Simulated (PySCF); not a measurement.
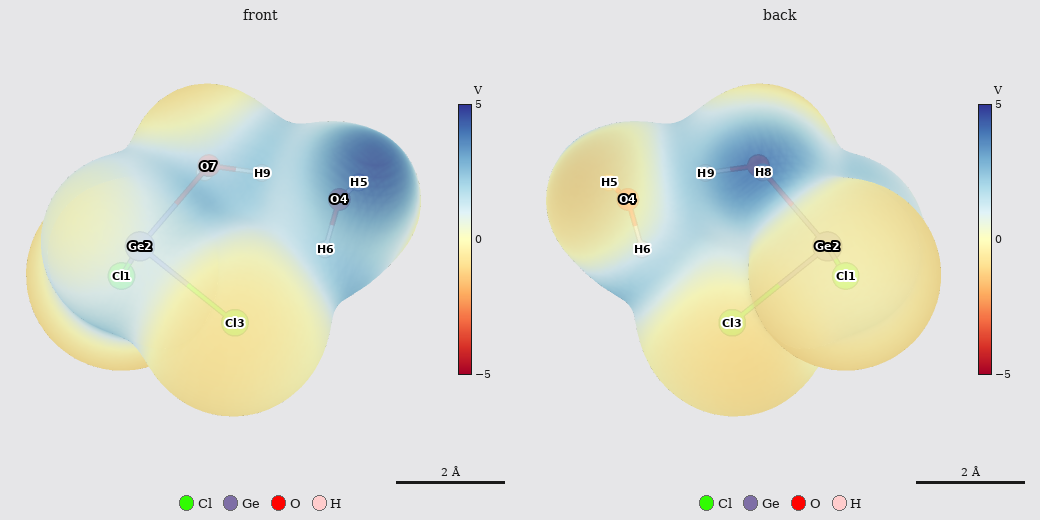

Figure 1: Cl$_{2}$GeH$_{2}$O···H$_{2}$O. The electrostatic potential painted on the density surface at 0.004 e/bohr³, seen from the front and from behind; red is negative and blue positive.

Geometry: PBE0-D3(BJ)/def2-SVP.

Theory: PBE0-D3(BJ)/def2-TZVP, SCF density, gas phase (PySCF).

The calculation's input:

```
{"job": {"kind": "inter", "xc": "PBE0", "basis": "def2-TZVP", "disp": "d3bj", "pairs": true}, "charge": 0, "multiplicity": 1, "parts": [{"atoms": "0-2", "charge": 0, "multiplicity": 1}, {"atoms": "3-5", "charge": 0, "multiplicity": 1}, {"atoms": "6-8", "charge": 0, "multiplicity": 1}]}
Cl    -1.875068    -0.624262    -0.916638
Ge    -1.180937     1.204022     0.202217
Cl     1.089551     0.935200    -0.071791
O      0.959394     2.762396    -2.526127
H      1.333040     3.612343    -2.263770
H      1.362950     2.116195    -1.912157
O     -1.376143     2.197784    -1.647654
H     -1.699974     1.491675    -2.231807
H     -0.496696     2.514280    -2.046027
```

Command:

```sh
OMP_NUM_THREADS=1 python cluster_run.py task.json out
```

**Describe the electrostatic potential map.**

The most negative region (about −0.9 V) lies over Cl1, Cl3 and O4, the most positive (about +4.2 V) over H5.

**What dipole moment does the calculation give?**

Its dipole moment is 3.80 D.
